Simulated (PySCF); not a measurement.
Si(H)(OH), SMILES O[SiH] at its B3LYP/def2-SVP optimised geometry (Å):

```
4

Si    -0.9659    -0.7712     0.0000
H     -1.1808     0.7712     0.0000
O      0.7086    -0.7712     0.0000
H      1.1808     0.0725    -0.0001
```

Level of theory: PySCF with B3LYP/def2-TZVP.

Map of the log10 of the electron density (e/bohr³), floored at −4 on the plane z = 1.2 Å:

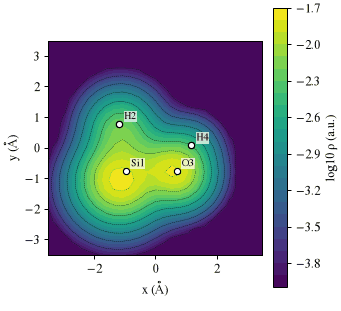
Figure: Log10 of the electron density (e/bohr³), floored at −4 on the plane z = 1.2 Å.
